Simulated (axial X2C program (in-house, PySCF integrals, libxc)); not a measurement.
# PbH⁺: bond curves with and without spin–orbit coupling

Aim: find the lowest determinant of PbH⁺, scan the bond at several levels and fit the constants, once spin-free and once with spin–orbit coupling.

Computed with an in-house X2C program for linear molecules on PySCF integrals. Level: all-electron X2C, Pb dyall-cv3z, H dyall-v3z.

All values are calculated.

**1. Set-up**

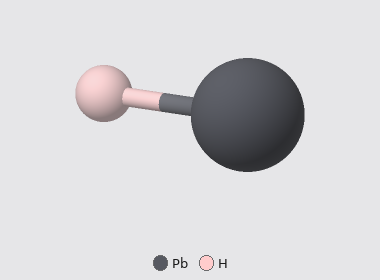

The two atoms at 1.760 Å (lead dark grey, hydrogen pink).

task.json

```json
{"zs": [82, 1], "q": 1, "bas": ["dyall-cv3z", "dyall-v3z"], "levels": ["PBE0", "HF", "TPSSh"], "cc": true, "r0": 1.76, "thr": -2.0, "nmax": 90, "npts": 10, "nst": 2, "ntry": 6}
```

Keys: zs atomic numbers; q charge; bas basis sets; levels methods (HF also brings MP2); cc coupled cluster on or off; r0 starting distance in Å; thr threshold in hartree for freezing inner shells (an s shell follows its p shell); nmax most natural virtual spinors; npts points asked for on the curve; nst determinants followed; ntry starts of the search.

Started as:

```sh
> python so2c.py task.json out
```

Spin-free means the one-electron spin-free X2C Hamiltonian; two-component (2c) means X2C with spin–orbit coupling and atomic mean-field two-electron Coulomb and Gaunt terms. Basis: Pb dyall-cv3z contracted to [12s14p10d7f1g], H dyall-v3z contracted to [6s2p1d]; Gaussian nuclei, density fitting. Masses: Pb 207.977 u, H 1.008 u.

Notation: σ, π±, δ± give the projection m of an orbital's angular momentum (0, ±1, ±2), α and β its spin, Λ and M_S the sums; ω is the projection of a spinor's total angular momentum and Ω the sum. Logs are in hartree.

The results follow Hamiltonian by Hamiltonian and level by level.

**2. Which state to follow**

PBE0 moves the distance from 1.760 Å to 1.812 Å and compares determinants there.

Spin-free determinants:

```tsv
ΔE (eV)	state	open shells
0.00	M_S = 0, Λ = 0	closed shell
2.47	M_S = 1, Λ = 1	beyond closed shells: σα, π+α
2.67	M_S = 0, Λ = 1	beyond closed shells: σα, π+β
7.53	M_S = 1, Λ = 0	beyond closed shells: π+α, π-α
8.43	M_S = 0, Λ = 0	beyond closed shells: π+β, π-α
```

Two-component determinants:

| ΔE (eV) | state | open shells |
| --- | --- | --- |
| 0.00 | Ω = 0 | closed shell |
| 2.27 | Ω = 1 | excess of +ω over −ω: 2 × ω = 1/2 |
| 3.31 | Ω = 2 | excess of +ω over −ω: ω = 1/2, ω = 3/2 |
| 3.50 | Ω = 1 | excess of +ω over −ω: ω = -1/2, ω = 3/2 |
| 9.84 | Ω = 0 | closed shell |

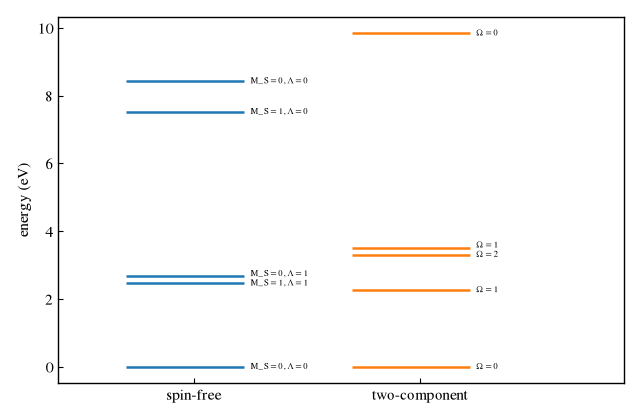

The determinants found, each set from its own lowest.

**3. PBE0, spin-free**

State followed: M_S = 0, Λ = 0 (closed shell). The scan is laid around 1.812 Å, a first estimate of the minimum, and this SCF restarts from the orbitals of the search.

The SCF at the reference distance of 1.812 Å:

```text
spin-free X2C-1e  PBE0
basis functions 179  fitting functions 954  grid points 5066
iter        total energy     max residual
   1     -20886.314453894     9.45e-05
   2     -20886.314453900     8.11e-05
   3     -20886.314453952     7.29e-06
   4     -20886.314453953     4.97e-06
converged
one-electron -28597.28776172  Coulomb 8082.08787914  exact exchange -97.29870220  xc functional -297.76318225  nuclear repulsion 23.94731308
```

Along the bond, energies from the lowest point:

| R (Å) | E (eV) | μ (D) | HOMO (eV) | LUMO (eV) | iterations |
| --- | --- | --- | --- | --- | --- |
| 1.576 | 0.4735 | 0.29 | -13.83 | -9.10 | 14 |
| 1.649 | 0.2140 | 0.09 | -13.80 | -9.09 | 11 |
| 1.703 | 0.0942 | -0.05 | -13.75 | -9.09 | 11 |
| 1.758 | 0.0260 | -0.18 | -13.70 | -9.09 | 11 |
| 1.812 | 0.0000 | -0.31 | -13.63 | -9.09 | 4 |
| 1.875 | 0.0129 | -0.45 | -13.53 | -9.10 | 11 |
| 1.939 | 0.0631 | -0.59 | -13.43 | -9.11 | 11 |
| 2.020 | 0.1697 | -0.75 | -13.28 | -9.12 | 10 |
| 2.120 | 0.3463 | -0.92 | -13.09 | -9.14 | 10 |
| 2.265 | 0.6607 | -1.13 | -12.81 | -9.17 | 10 |

Dipoles are positive if H is the positive end and refer to the centre of mass.

Outer orbitals at the reference distance:

| symmetry | occupied | ε (eV) | atomic character |
| --- | --- | --- | --- |
| δ+α | yes | -31.32 | 100% Pb d |
| δ-α | yes | -31.32 | 100% Pb d |
| σα | yes | -30.94 | 98% Pb d |
| π+α | yes | -30.93 | 100% Pb d |
| π-α | yes | -30.93 | 100% Pb d |
| σα | yes | -20.82 | 78% Pb s, 17% H s, 4% H p |
| σα | yes | -13.63 | 49% Pb p, 38% H s, 9% Pb s |
| π+α | no | -9.09 | 98% Pb p, 2% H p |
| π-α | no | -9.09 | 98% Pb p, 2% H p |
| σα | no | -4.87 | 32% Pb p, 22% Pb d, 22% H s |
| σα | no | -2.88 | 58% Pb s, 21% H s, 18% Pb d |

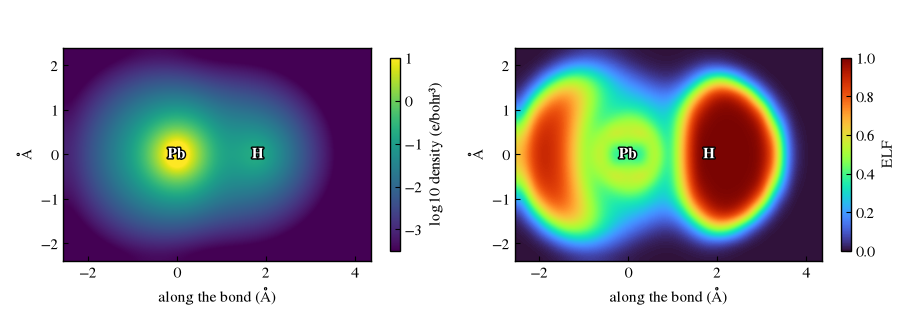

PBE0 fields in a plane through the axis, from a grid of 0.3 Å; Pb lies at z = 0 and H at z = 1.812 Å; the ELF is damped to zero where the density is low.

Re = 1.824 Å, ωe = 1739 cm⁻¹, ωexe = 21.2 cm⁻¹, Be = 5.051 cm⁻¹, De = 2.53 eV, μ = -0.34 D.

**4. HF, spin-free**

The SCF at the reference distance of 1.812 Å:

```text
spin-free X2C-1e  HF
basis functions 179  fitting functions 954  grid points 5066
iter        total energy     max residual
   1     -20880.447378314     6.27e-01
   2     -20880.479041422     1.57e-02
   3     -20880.479756305     2.02e-02
   4     -20880.479983945     2.77e-03
   5     -20880.479989726     1.52e-04
   6     -20880.479989950     7.92e-05
   7     -20880.479989976     2.07e-05
   8     -20880.479989978     1.97e-06
converged
one-electron -28598.12070168  Coulomb 8083.03496905  exact exchange -389.34157042  xc functional 0.00000000  nuclear repulsion 23.94731308
```

Re = 1.808 Å, ωe = 1830 cm⁻¹, ωexe = 20 cm⁻¹, Be = 5.142 cm⁻¹, De = 1.62 eV, μ = -0.26 D.

**5. TPSSh, spin-free**

Output at 1.812 Å:

```text
spin-free X2C-1e  TPSSh
basis functions 179  fitting functions 954  grid points 5066
iter        total energy     max residual
   1     -20885.748954926     1.45e-01
   2     -20885.749775161     8.20e-03
   3     -20885.750102174     2.54e-02
   4     -20885.750153921     3.46e-03
   5     -20885.750155761     6.77e-04
   6     -20885.750156039     3.75e-04
   7     -20885.750156067     5.92e-05
   8     -20885.750156081     5.64e-05
   9     -20885.750156081     1.03e-05
converged
one-electron -28595.68350789  Coulomb 8080.44641800  exact exchange -38.91527791  xc functional -355.54510136  nuclear repulsion 23.94731308
```

Re = 1.830 Å, ωe = 1729 cm⁻¹, ωexe = 21.4 cm⁻¹, Be = 5.018 cm⁻¹, De = 2.73 eV, μ = -0.44 D.

**6. Correlated methods, spin-free**

Correlated methods: 14 electrons correlated (frozen shells, counted by type: Pb 5 s, 4 p, 2 d, 1 f; H none), 196 virtual spinors in MP2, 90 natural virtuals in coupled cluster.

Output of the correlated part at 1.812 Å:

```text
correlated 14  virtual 196  natural virtual 90  E(MP2) -0.484414784  MP2 remainder -0.015959496
iter   CCSD correlation   residual
   1     -0.430449433   1.14e-01
   2     -0.441769764   3.64e-02
   3     -0.442648867   1.29e-02
   4     -0.442650171   2.48e-03
   5     -0.442665415   5.71e-04
   6     -0.442664712   1.61e-04
   7     -0.442664682   3.15e-05
   8     -0.442664909   8.17e-06
   9     -0.442664778   2.40e-06
  10     -0.442664812   4.08e-07
  11     -0.442664803   9.50e-08
(T) -0.013316161  T1 0.0157  D1 0.0387  max T2 0.111
```

T1 in the output is the amplitude norm over the root of the electron number; divide by √2 for the Lee–Taylor value.

MP2: Re = 1.804 Å, ωe = 1794 cm⁻¹, Be = 5.166 cm⁻¹, De = 2.37 eV.

CCSD: Re = 1.817 Å, ωe = 1739 cm⁻¹, ωexe = 24.5 cm⁻¹, Be = 5.09 cm⁻¹, De = 2.59 eV. T1 at Re = 0.011 (Lee–Taylor, the printed value over √2).

CCSD(T): Re = 1.821 Å, ωe = 1719 cm⁻¹, ωexe = 25.6 cm⁻¹, Be = 5.069 cm⁻¹, De = 2.61 eV. T1 at Re = 0.011 (Lee–Taylor, the printed value over √2).

**7. A higher determinant, spin-free**

State: M_S = 1, Λ = 1 (beyond closed shells: σα, π+α).

Output at the reference distance:

```text
spin-free X2C-1e  PBE0
basis functions 179  fitting functions 954  grid points 5066
iter        total energy     max residual
   1     -20886.223818920     8.16e-05
   2     -20886.223818941     3.98e-05
   3     -20886.223818951     6.35e-06
converged
one-electron -28597.36610639  Coulomb 8082.23222121  exact exchange -97.29710166  xc functional -297.74014518  nuclear repulsion 23.94731308
```

| R (Å) | E above the lowest PBE0 point (eV) |
| --- | --- |
| 1.576 | 3.035 |
| 1.649 | 2.784 |
| 1.703 | 2.647 |
| 1.758 | 2.544 |
| 1.812 | 2.466 |
| 1.875 | 2.399 |
| 1.939 | 2.351 |
| 2.020 | 2.309 |
| 2.120 | 2.279 |

No constants are quoted: the lowest point is the long end of the scan.

**8. The spin-free curves together**

Energy (eV) of the followed determinant, spin-free, from each level's lowest point:

| R (Å) | PBE0 | HF | MP2 | CCSD | CCSD(T) | TPSSh |
| --- | --- | --- | --- | --- | --- | --- |
| 1.576 | 0.473 | 0.447 | 0.415 | n/a | n/a | 0.494 |
| 1.649 | 0.214 | 0.191 | 0.174 | 0.197 | 0.203 | 0.227 |
| 1.703 | 0.094 | 0.077 | 0.068 | 0.084 | 0.088 | 0.102 |
| 1.758 | 0.026 | 0.017 | 0.013 | 0.021 | 0.023 | 0.030 |
| 1.812 | 0.000 | 0.000 | 0.000 | 0.000 | 0.000 | 0.000 |
| 1.875 | 0.013 | 0.026 | 0.028 | 0.017 | 0.015 | 0.009 |
| 1.939 | 0.063 | 0.091 | 0.092 | 0.071 | 0.065 | 0.055 |
| 2.020 | 0.170 | 0.218 | 0.215 | 0.179 | 0.168 | 0.158 |
| 2.120 | 0.346 | 0.423 | 0.410 | n/a | n/a | 0.329 |
| 2.265 | 0.661 | 0.784 | 0.749 | n/a | n/a | 0.637 |

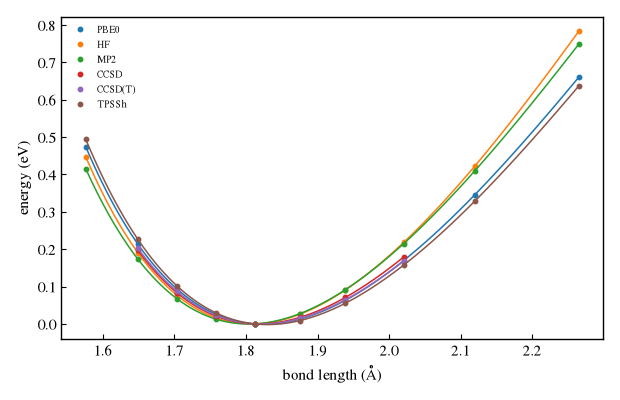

Curves of the followed state, spin-free, each from its own lowest point.

**9. PBE0, 2c**

State followed: Ω = 0 (closed shell). The scan is laid around 1.812 Å, a first estimate of the minimum, and this SCF restarts from the orbitals of the search.

The SCF at the reference distance of 1.812 Å:

```text
two-component X2C + atomic mean field  PBE0
basis functions 179  fitting functions 954  grid points 5066
iter        total energy     max residual
   1     -20892.367297327     2.28e-05
   2     -20892.367297327     1.19e-06
converged
one-electron -28581.27151084  Coulomb 8080.27279569  exact exchange -97.29141125  xc functional -297.83103164  nuclear repulsion 23.94731308  atomic mean-field constant -20.19345237
```

Along the bond, energies from the lowest point:

| R (Å) | E (eV) | μ (D) | HOMO (eV) | LUMO (eV) | iterations |
| --- | --- | --- | --- | --- | --- |
| 1.576 | 0.4070 | 0.55 | -14.13 | -9.48 | 14 |
| 1.649 | 0.1757 | 0.39 | -14.09 | -9.49 | 11 |
| 1.703 | 0.0722 | 0.27 | -14.05 | -9.50 | 11 |
| 1.758 | 0.0166 | 0.16 | -14.00 | -9.51 | 11 |
| 1.812 | 0.0000 | 0.06 | -13.93 | -9.53 | 2 |
| 1.875 | 0.0204 | -0.06 | -13.85 | -9.54 | 11 |
| 1.939 | 0.0746 | -0.16 | -13.75 | -9.56 | 11 |
| 2.020 | 0.1820 | -0.28 | -13.62 | -9.58 | 11 |
| 2.120 | 0.3537 | -0.39 | -13.45 | -9.60 | 10 |
| 2.265 | 0.6505 | -0.51 | -13.20 | -9.64 | 10 |

Dipoles are positive if H is the positive end and refer to the centre of mass.

Outer spinors at the reference distance:

| ω | occupied | ε (eV) | atomic character | λ mixture |
| --- | --- | --- | --- | --- |
| 3/2 | yes | -32.53 | 100% Pb d | 84% δ, 16% π |
| 1/2 | yes | -32.28 | 99% Pb d | 59% π, 41% σ |
| 5/2 | yes | -30.02 | 100% Pb d | 100% δ |
| 3/2 | yes | -29.75 | 100% Pb d | 84% π, 16% δ |
| 1/2 | yes | -29.71 | 99% Pb d | 59% σ, 41% π |
| 1/2 | yes | -20.73 | 77% Pb s, 19% H s, 4% H p | 100% σ |
| 1/2 | yes | -13.93 | 52% Pb p, 35% H s, 10% Pb s | 94% σ, 6% π |
| 1/2 | no | -9.53 | 92% Pb p, 4% H s, 2% H p | 92% π, 8% σ |
| 3/2 | no | -8.46 | 97% Pb p, 2% H p | 100% π |
| 1/2 | no | -4.89 | 35% Pb p, 21% Pb d, 20% H s | 98% σ, 2% π |
| 1/2 | no | -2.87 | 56% Pb s, 23% H s, 16% Pb d | 100% σ |

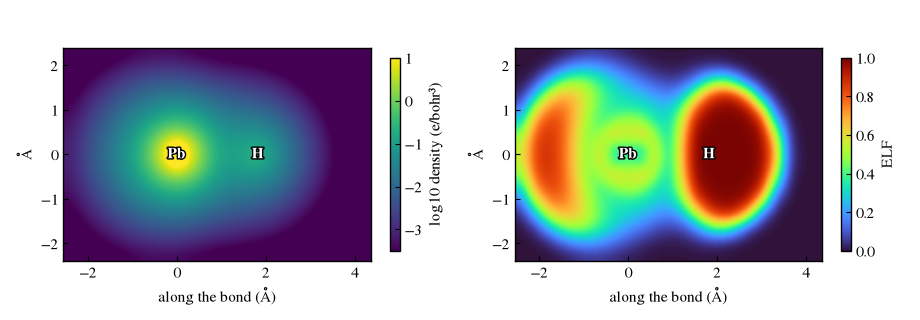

PBE0 fields in a plane through the axis, from a grid of 0.3 Å; Pb lies at z = 0 and H at z = 1.812 Å; the ELF is damped to zero where the density is low.

Re = 1.811 Å, ωe = 1707 cm⁻¹, ωexe = 23.7 cm⁻¹, Be = 5.123 cm⁻¹, De = 1.74 eV, μ = 0.06 D.

**10. HF, 2c**

The SCF at the reference distance of 1.812 Å:

```text
two-component X2C + atomic mean field  HF
basis functions 179  fitting functions 954  grid points 5066
iter        total energy     max residual
   1     -20886.410499430     1.04e+00
   2     -20886.442383966     1.56e-02
   3     -20886.443175180     3.41e-02
   4     -20886.443424958     4.59e-03
   5     -20886.443443095     7.67e-04
   6     -20886.443450508     1.53e-03
   7     -20886.443451996     5.10e-04
   8     -20886.443452222     3.81e-05
   9     -20886.443452245     4.94e-05
  10     -20886.443452246     9.76e-06
  11     -20886.443452246     1.13e-06
converged
one-electron -28581.99129726  Coulomb 8081.10408947  exact exchange -389.31010517  xc functional 0.00000000  nuclear repulsion 23.94731308  atomic mean-field constant -20.19345237
```

Re = 1.790 Å, ωe = 1830 cm⁻¹, ωexe = 21.3 cm⁻¹, Be = 5.248 cm⁻¹, De = 0.724 eV, μ = 0.12 D.

**11. TPSSh, 2c**

Output at 1.812 Å:

```text
two-component X2C + atomic mean field  TPSSh
basis functions 179  fitting functions 954  grid points 5066
iter        total energy     max residual
   1     -20891.780954243     1.43e-01
   2     -20891.781774523     8.16e-03
   3     -20891.782175924     2.60e-02
   4     -20891.782231117     3.87e-03
   5     -20891.782233874     1.42e-03
   6     -20891.782234810     6.57e-04
   7     -20891.782234914     8.85e-05
   8     -20891.782234942     8.25e-05
   9     -20891.782234942     1.29e-05
converged
one-electron -28579.61544977  Coulomb 8078.57984189  exact exchange -38.91239509  xc functional -355.58809268  nuclear repulsion 23.94731308  atomic mean-field constant -20.19345237
```

Re = 1.820 Å, ωe = 1694 cm⁻¹, ωexe = 23.9 cm⁻¹, Be = 5.077 cm⁻¹, De = 1.99 eV, μ = -0.08 D.

**12. MP2 and beyond, 2c**

Correlated methods: 14 electrons correlated (frozen shells, counted by type: Pb 5 s, 4 p, 2 d, 1 f; H none), 196 virtual spinors in MP2, 90 natural virtuals in coupled cluster.

Output of the correlated part at 1.812 Å:

```text
correlated 14  virtual 196  natural virtual 90  E(MP2) -0.484722809  MP2 remainder -0.015718003
iter   CCSD correlation   residual
   1     -0.430949264   1.16e-01
   2     -0.442358734   3.86e-02
   3     -0.443286923   1.50e-02
   4     -0.443288615   3.78e-03
   5     -0.443311510   1.35e-03
   6     -0.443309491   6.20e-04
   7     -0.443309847   2.47e-04
   8     -0.443311242   1.12e-04
   9     -0.443309596   3.87e-05
  10     -0.443309950   1.26e-05
  11     -0.443309915   2.82e-06
  12     -0.443309995   8.01e-07
  13     -0.443309995   2.47e-07
(T) -0.013539183  T1 0.0160  D1 0.0387  max T2 0.088
```

MP2: Re = 1.790 Å, ωe = 1774 cm⁻¹, Be = 5.244 cm⁻¹, De = 1.55 eV.

CCSD: Re = 1.806 Å, ωe = 1706 cm⁻¹, ωexe = 28.2 cm⁻¹, Be = 5.154 cm⁻¹, De = 1.73 eV. T1 at Re = 0.011 (Lee–Taylor, the printed value over √2).

CCSD(T): Re = 1.811 Å, ωe = 1676 cm⁻¹, ωexe = 30.5 cm⁻¹, Be = 5.122 cm⁻¹, De = 1.77 eV. T1 at Re = 0.011 (Lee–Taylor, the printed value over √2).

**13. A higher determinant, 2c**

State: Ω = 1 (excess of +ω over −ω: 2 × ω = 1/2).

Output at the reference distance:

```text
two-component X2C + atomic mean field  PBE0
basis functions 179  fitting functions 954  grid points 5066
iter        total energy     max residual
   1     -20892.283961249     2.57e-05
   2     -20892.283961249     1.03e-06
converged
one-electron -28581.51145094  Coulomb 8080.58574990  exact exchange -97.29305382  xc functional -297.81906710  nuclear repulsion 23.94731308  atomic mean-field constant -20.19345237
```

| R (Å) | E above the lowest PBE0 point (eV) |
| --- | --- |
| 1.576 | 2.946 |
| 1.649 | 2.665 |
| 1.703 | 2.504 |
| 1.758 | 2.374 |
| 1.812 | 2.268 |
| 1.875 | 2.167 |
| 1.939 | 2.084 |
| 2.020 | 1.998 |
| 2.120 | 1.916 |

No constants are quoted: the lowest point is the long end of the scan.

**14. The 2c curves together**

Energy (eV) of the followed determinant, 2c, from each level's lowest point:

| R (Å) | PBE0 | HF | MP2 | CCSD | CCSD(T) | TPSSh |
| --- | --- | --- | --- | --- | --- | --- |
| 1.576 | 0.407 | 0.368 | 0.352 | n/a | n/a | 0.434 |
| 1.649 | 0.176 | 0.144 | 0.137 | 0.164 | 0.172 | 0.193 |
| 1.703 | 0.072 | 0.048 | 0.046 | 0.065 | 0.070 | 0.083 |
| 1.758 | 0.017 | 0.004 | 0.004 | 0.013 | 0.016 | 0.022 |
| 1.812 | 0.000 | 0.000 | 0.000 | 0.000 | 0.000 | 0.000 |
| 1.875 | 0.020 | 0.038 | 0.035 | 0.023 | 0.019 | 0.015 |
| 1.939 | 0.075 | 0.112 | 0.104 | 0.079 | 0.071 | 0.065 |
| 2.020 | 0.182 | 0.248 | 0.229 | 0.187 | 0.171 | 0.167 |
| 2.120 | 0.354 | 0.458 | 0.421 | n/a | n/a | 0.333 |
| 2.265 | 0.651 | 0.818 | 0.745 | n/a | n/a | 0.622 |

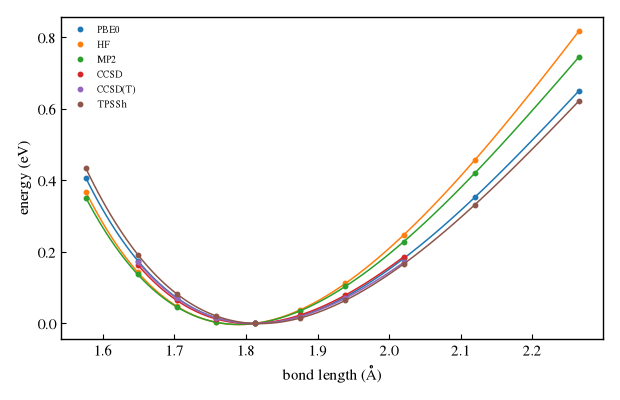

Curves of the followed state, 2c, each from its own lowest point.

The whole job took 3.3 min on 1 thread of Arm Neoverse V1, shared host; peak memory 0.87 GiB.

**15. Results**

Lowest determinant that the search found at its distance, spin-free: M_S = 0, Λ = 0 (closed shell).

Lowest determinant that the search found at its distance, 2c: Ω = 0 (closed shell).

```json
{"Hamiltonian": "spin-free", "level": "PBE0", "Re (Å)": "1.824", "ωe (cm⁻¹)": "1739", "De (eV)": "2.53", "μ (D)": "-0.34"}
{"Hamiltonian": "spin-free", "level": "HF", "Re (Å)": "1.808", "ωe (cm⁻¹)": "1830", "De (eV)": "1.62", "μ (D)": "-0.26"}
{"Hamiltonian": "spin-free", "level": "MP2", "Re (Å)": "1.804", "ωe (cm⁻¹)": "1794", "De (eV)": "2.37", "μ (D)": "n/a"}
{"Hamiltonian": "spin-free", "level": "CCSD", "Re (Å)": "1.817", "ωe (cm⁻¹)": "1739", "De (eV)": "2.59", "μ (D)": "n/a"}
{"Hamiltonian": "spin-free", "level": "CCSD(T)", "Re (Å)": "1.821", "ωe (cm⁻¹)": "1719", "De (eV)": "2.61", "μ (D)": "n/a"}
{"Hamiltonian": "spin-free", "level": "TPSSh", "Re (Å)": "1.830", "ωe (cm⁻¹)": "1729", "De (eV)": "2.73", "μ (D)": "-0.44"}
{"Hamiltonian": "2c", "level": "PBE0", "Re (Å)": "1.811", "ωe (cm⁻¹)": "1707", "De (eV)": "1.74", "μ (D)": "0.06"}
{"Hamiltonian": "2c", "level": "HF", "Re (Å)": "1.790", "ωe (cm⁻¹)": "1830", "De (eV)": "0.724", "μ (D)": "0.12"}
{"Hamiltonian": "2c", "level": "MP2", "Re (Å)": "1.790", "ωe (cm⁻¹)": "1774", "De (eV)": "1.55", "μ (D)": "n/a"}
{"Hamiltonian": "2c", "level": "CCSD", "Re (Å)": "1.806", "ωe (cm⁻¹)": "1706", "De (eV)": "1.73", "μ (D)": "n/a"}
{"Hamiltonian": "2c", "level": "CCSD(T)", "Re (Å)": "1.811", "ωe (cm⁻¹)": "1676", "De (eV)": "1.77", "μ (D)": "n/a"}
{"Hamiltonian": "2c", "level": "TPSSh", "Re (Å)": "1.820", "ωe (cm⁻¹)": "1694", "De (eV)": "1.99", "μ (D)": "-0.08"}
```

Dipoles are positive if H is the positive end and refer to the centre of mass.

Time per point (s) on 1 thread of Arm Neoverse V1, shared host (2c runs; CCSD comes with the CCSD(T) run); the times are rough: PBE0 0.49, HF 0.36, MP2 0.56, CCSD(T) 5.7, TPSSh 0.87.

What this shows: At CCSD(T), going from spin-free to two-component changes Re by -9 mÅ, ωe by -2.5 %, which is small (part of it comes from the scalar share of the two-electron terms). De moves by -0.85 eV; both De rest on single-determinant atoms, which can miss part of an open shell's spin–orbit lowering.

De refers to Pb+ + H, each in the lowest determinant found, which need not be this curve's own limit. The state is a single determinant with fixed occupations, the lowest that a limited PBE0 search found. The closed shell is kept restricted; where the fragments are open shells, the energy then runs too high at long range. De is counted from the lowest determinant-based energies of the atoms at the same level, without counterpoise correction. Coupled cluster ran in a truncated set of natural virtual spinors; the MP2 energy of the rest was added. The meta-GGAs lack a current-density term, which matters for open shells with orbital currents, atoms included.
